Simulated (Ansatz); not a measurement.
# CH7B2NSi: geometry optimisation in Python

Aim: a geometry optimisation, for CH7B2NSi, run from a script. SMILES: C[Si]1(N)BB1.

Program: Ansatz 0.2.0, driven from Python. Level of theory: Hartree-Fock/cc-pVDZ. These are calculated values, not measurements.

## (1) The structure

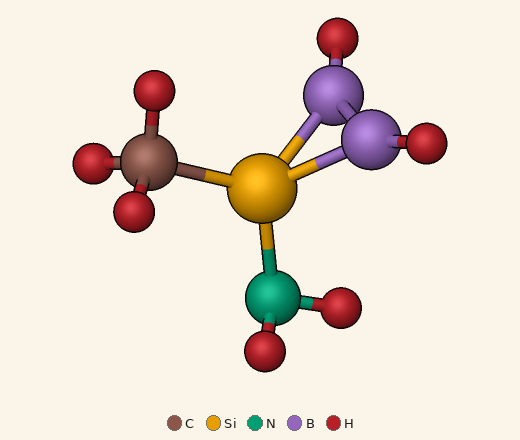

The structure that the script starts from, seen from a chosen angle (carbon brown, silicon amber, nitrogen teal, boron purple, hydrogen red).

The script holds or builds the structure itself.

## (2) The script

Contents of opt.py:

```python
"""Relax the CH7B2NSi molecule."""

from dataclasses import dataclass
import itertools
import warnings

import ansatz as az
from ase import Atoms
from ase.data import atomic_numbers, covalent_radii
import numpy as np


@dataclass(frozen=True)
class RunConfig:
    basis_set: str = "cc-pVDZ"
    functional: str = "hf"


opts = RunConfig()


def main() -> None:
    warnings.simplefilter("ignore", az.DeckWarning)

    atoms = Atoms(["C", "Si", "N", "B", "B", "H", "H", "H", "H", "H", "H", "H"], positions=[
        [-1.472, -0.1765, 0.9339],
        [0.1252, -0.1039, 0.0479],
        [1.5713, -0.3362, 1.021],
        [0.287, -0.7438, -1.6972],
        [0.3205, 1.0055, -1.4502],
        [-1.5479, 0.6891, 1.6836],
        [-1.6301, -1.1128, 1.4206],
        [-2.2966, 0.0456, 0.1796],
        [2.4286, -0.2196, 0.4387],
        [1.6481, 0.4617, 1.7305],
        [0.194, -1.6731, -2.414],
        [0.4488, 2.109, -1.8603],
    ])
    molecule = az.Crystal.molecule_from_ase(atoms)

    setup = molecule.calculation().basis(gaussian=opts.basis_set).functional(opts.functional)
    symbols = [site.symbol for site in molecule.cartesian_sites]
    start = np.array([site.position_ang for site in molecule.cartesian_sites], dtype=float)
    def progress(event):
        if event["event"] == "relax_step":
            row = event["data"]
            print(f"step {row['step']:3d}  E = {row['lagrangian_ev']:.6f} eV  largest force component {row['allowed_force_max_ev_ang']:.4f} eV/A")


    report = setup.relax(force_tolerance=0.02).session().plan().execute(on_event=progress).report
    end = np.array(report["positions_ang"])

    print("reference energy %16.6f eV" % report["reference_energy_ev"])
    print("total energy     %16.6f eV" % report["free_energy_ev"])
    print("occupied orbitals outside the frozen core (up, down):", report["n_occupied"], " frozen:", report["n_frozen"], " virtual:", report["n_virtual"])

    # pairs closer than 1.2 times the sum of covalent radii, before or after
    radius = [covalent_radii[atomic_numbers[s]] for s in symbols]
    span = lambda where, i, j: np.linalg.norm(where[i] - where[j])
    bonded = [(i, j) for i, j in itertools.combinations(range(len(symbols)), 2) if min(span(start, i, j), span(end, i, j)) < 1.2 * (radius[i] + radius[j])]
    print("pair        before    after (A)")
    for i, j in bonded:
        print(f"{symbols[i]}{i}-{symbols[j]}{j}".ljust(10), f"{span(start, i, j):8.4f} {span(end, i, j):8.4f}")

    charges = report["charge_distribution"]
    print("dipole moment", round(4.803205 * float(np.linalg.norm(charges["dipole_moment_e_ang"])), 3), "D")
    print("Mulliken:", [(s, round(q, 3)) for s, q in zip(symbols, charges["mulliken_charges_e"])])


if __name__ == "__main__":
    main()
```

## (3) The calls as engine input

The engine receives this input:

```yaml
crystal:
  periodic: [false, false, false]
  atoms:
    - { symbol: C, position_ang: [-1.472, -0.1765, 0.9339] }
    - { symbol: Si, position_ang: [0.1252, -0.1039, 0.0479] }
    - { symbol: "N", position_ang: [1.5713, -0.3362, 1.021] }
    - { symbol: B, position_ang: [0.287, -0.7438, -1.6972] }
    - { symbol: B, position_ang: [0.3205, 1.0055, -1.4502] }
    - { symbol: H, position_ang: [-1.5479, 0.6891, 1.6836] }
    - { symbol: H, position_ang: [-1.6301, -1.1128, 1.4206] }
    - { symbol: H, position_ang: [-2.2966, 0.0456, 0.1796] }
    - { symbol: H, position_ang: [2.4286, -0.2196, 0.4387] }
    - { symbol: H, position_ang: [1.6481, 0.4617, 1.7305] }
    - { symbol: H, position_ang: [0.194, -1.6731, -2.414] }
    - { symbol: H, position_ang: [0.4488, 2.109, -1.8603] }
basis:
  gaussian:
    orbitals: cc-pVDZ
hamiltonian:
  xc: hf
relax:
  f_tol: 0.02
```

## (4) Running it

Command:

```bash
$ python opt.py
```

What it wrote:

```text
step   1  E = -11824.770625 eV  largest force component 3.4047 eV/A
step   2  E = -11825.451143 eV  largest force component 1.6269 eV/A
step   3  E = -11825.693179 eV  largest force component 0.7052 eV/A
step   4  E = -11825.892670 eV  largest force component 0.9411 eV/A
step   5  E = -11826.048061 eV  largest force component 3.0359 eV/A
step   6  E = -11826.354770 eV  largest force component 1.0691 eV/A
step   7  E = -11826.587462 eV  largest force component 0.7526 eV/A
step   8  E = -11826.722263 eV  largest force component 0.7202 eV/A
step   9  E = -11826.792461 eV  largest force component 0.7393 eV/A
step  10  E = -11826.824551 eV  largest force component 0.3983 eV/A
step  11  E = -11826.781298 eV  largest force component 0.7996 eV/A
step  12  E = -11826.853349 eV  largest force component 0.1252 eV/A
step  13  E = -11826.858889 eV  largest force component 0.1559 eV/A
step  14  E = -11826.863236 eV  largest force component 0.0773 eV/A
step  15  E = -11826.862151 eV  largest force component 0.1519 eV/A
step  16  E = -11826.864637 eV  largest force component 0.0437 eV/A
step  17  E = -11826.865340 eV  largest force component 0.0305 eV/A
step  18  E = -11826.865501 eV  largest force component 0.0133 eV/A
step  19  E = -11826.865642 eV  largest force component 0.0169 eV/A
reference energy    -11826.865642 eV
total energy        -11826.865642 eV
occupied orbitals outside the frozen core (up, down): [22, 22]  frozen: 0  virtual: [87, 87]
pair        before    after (A)
C0-Si1       1.8279   1.8809
C0-H5        1.1476   1.0939
C0-H6        1.0670   1.0938
C0-H7        1.1394   1.0902
Si1-N2       1.7584   1.7111
Si1-B3       1.8658   1.9069
Si1-B4       1.8744   2.4553
N2-H8        1.0429   1.0009
N2-H9        1.0705   1.0014
B3-B4        1.7670   1.5263
B3-H10       1.1773   1.1925
B4-H11       1.1842   1.1852
dipole moment 4.038 D
Mulliken: [('C', -0.306), ('Si', 0.633), ('N', -0.412), ('B', -0.3), ('B', -0.01), ('H', 0.059), ('H', 0.064), ('H', 0.073), ('H', 0.134), ('H', 0.119), ('H', -0.038), ('H', -0.016)]
```

Wall time 1.8 min (1 thread of Intel Xeon Platinum 8259CL at 2.50GHz (Skylake/Cascade Lake), shared host); peak memory 0.3 GiB.

Lines on the test bed's own set-up are left out of the output.

## (5) The run's own record

The report of the run holds:

```
             item         value
SCF cycles in all           199
         orbitals           109
total energy (eV)  -11826.86564
```

## (6) The relaxation, step by step

The steps of the relaxation:

| step | E - E(step 1) (eV) | largest force component (eV/Å) |
| --- | --- | --- |
| 1 | 0.0000 | 3.4047 |
| 2 | -0.6805 | 1.6269 |
| 3 | -0.9226 | 0.7052 |
| 4 | -1.1220 | 0.9411 |
| 5 | -1.2774 | 3.0359 |
| 6 | -1.5841 | 1.0691 |
| 7 | -1.8168 | 0.7526 |
| 8 | -1.9516 | 0.7202 |
| 9 | -2.0218 | 0.7393 |
| 10 | -2.0539 | 0.3983 |
| 11 | -2.0107 | 0.7996 |
| 12 | -2.0827 | 0.1252 |
| 13 | -2.0883 | 0.1559 |
| 14 | -2.0926 | 0.0773 |
| 15 | -2.0915 | 0.1519 |
| 16 | -2.0940 | 0.0437 |
| 17 | -2.0947 | 0.0305 |
| 18 | -2.0949 | 0.0133 |
| 19 | -2.0950 | 0.0169 |

Step 1 is the start. Steps 11, 15 were tried and not accepted.

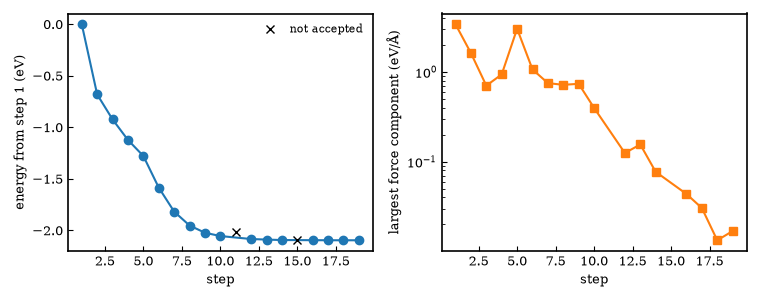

Energy and largest force along the relaxation.

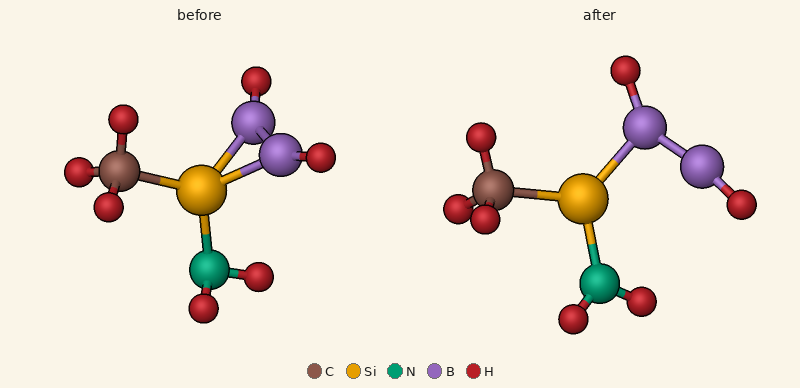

The structure before (left) and after (right) the relaxation, drawn at the same scale.

Before: Bond lengths: C1–Si2 1.828 Å, Si2–N3 1.758 Å, Si2–B4 1.866 Å, Si2–B5 1.874 Å, B4–B5 1.767 Å, C1–H6 1.148 Å, C1–H7 1.067 Å, C1–H8 1.139 Å, N3–H9 1.043 Å, N3–H10 1.070 Å, B4–H11 1.177 Å, B5–H12 1.184 Å. Angles (14 of 21 angles, heavy atoms first): C1–Si2–N3 116.4°, C1–Si2–B4 121.0°, C1–Si2–B5 120.1°, N3–Si2–B4 113.6°, N3–Si2–B5 115.8°, B4–Si2–B5 56.4°, Si2–B4–B5 62.1°, Si2–B5–B4 61.6°, Si2–C1–H6 110.1°, Si2–C1–H7 112.7°, Si2–C1–H8 107.7°, Si2–N3–H9 110.6°, Si2–N3–H10 109.1°, Si2–B4–H11 146.4°.

After: Bond lengths: C1–Si2 1.881 Å, Si2–N3 1.711 Å, Si2–B4 1.907 Å, B4–B5 1.526 Å, C1–H6 1.094 Å, C1–H7 1.094 Å, C1–H8 1.090 Å, N3–H9 1.001 Å, N3–H10 1.001 Å, B4–H11 1.193 Å, B5–H12 1.185 Å. Angles (14 of 16 angles, heavy atoms first): C1–Si2–N3 107.1°, C1–Si2–B4 127.1°, N3–Si2–B4 125.8°, Si2–B4–B5 90.6°, Si2–C1–H6 110.7°, Si2–C1–H7 110.2°, Si2–C1–H8 110.7°, Si2–N3–H9 122.9°, Si2–N3–H10 123.7°, Si2–B4–H11 120.7°, B5–B4–H11 138.9°, B4–B5–H12 170.9°, H6–C1–H7 107.9°, H6–C1–H8 108.5°.

## (7) Summary of results

| quantity | value |
| --- | --- |
| total energy | -11826.8656 eV |
| dipole moment | 4.04 D |
| moves of the relaxation | 16 |
| energy gained | 2.095 eV |
| last largest force component | 0.0169 eV/Å |

**Reading.** The relaxation took 16 moves; the largest shift is 1.339 Å, of atom 12 (H). So large a move can change the bonding: the results belong to the relaxed structure. What to keep in mind:
- The end point is the stationary point reached from this start; no frequency run checks that it is a minimum, and the basis set is modest.
- The bonding changed during the relaxation, so the end is another isomer than the start names.
